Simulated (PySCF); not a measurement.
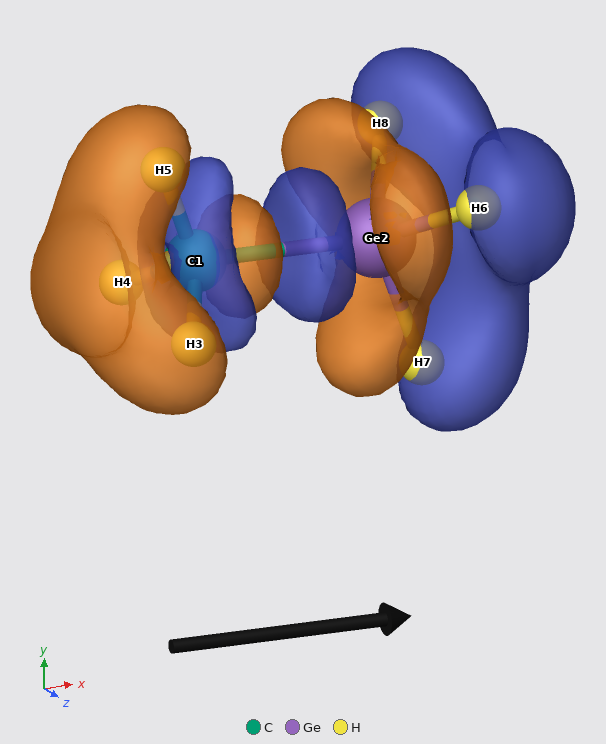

*CH$_{6}$Ge, SMILES `C[GeH3]`. Change of the electron density in a uniform field of 0.21 V/Å along +x (arrow), surfaces at ±0.0015 e/Å³ (orange: gain, blue: loss).*

PySCF calculation, PBE/def2-TZVP, gas phase; geometry: GFN2-xTB. No frequency check shows the geometry to be a minimum. A basis without diffuse functions makes polarisabilities too small. GFN2-xTB bond lengths at metals and heavier atoms can be off by up to 0.1 Å and shapes distorted, which carries into these values.

Geometry (Å), atoms numbered from 1:

```
C1      -1.5689    0.0002    0.0000
Ge2      0.3897   -0.0001   -0.0001
H3      -1.9547   -0.5836    0.8320
H4      -1.9546   -0.4284   -0.9220
H5      -1.9543    1.0130    0.0894
H6       0.9345    0.5884    1.2607
H7       0.9341   -1.3865   -0.1207
H8       0.9378    0.8007   -1.1355
```

What dipole is induced, and what polarisability does it imply?

The induced dipole is 0.52 D (along the field); α along this axis, from the fields in both directions, is 51 bohr³ (7.6 Å³).

Which atoms gain and lose the most charge?

Electrons gather most on C1 (Hirshfeld charge changes by −0.006 e) and leave Ge2 most (+0.006 e); 0.044 electrons are displaced in all.
